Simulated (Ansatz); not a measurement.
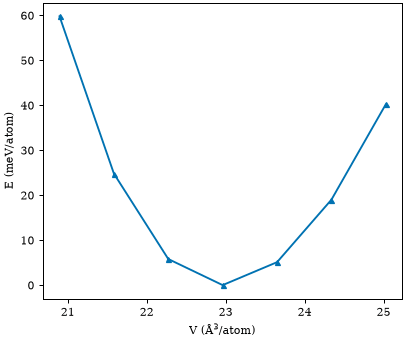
Pd (diamond, Fd-3m) under volume change, the program Ansatz at the PBEsol level (PAW), scaled uniformly.

Q: What does a third-order Birch–Murnaghan fit give for V₀, B₀ and B′?

A: V₀ = 22.96 Å³/atom, B₀ = 83.7 GPa, B′ = 5.5.

The start of the workflow was typed in or built on a structure type; neither database checked (COD, Materials Project) lists it. It is not the phase usual at ambient conditions (space group No. 225). Symmetry was held in the PBEsol relaxation. At this level the phase is mechanically unstable. The run is not spin-polarised.

Potentials: the later of the program's two PAW sets.
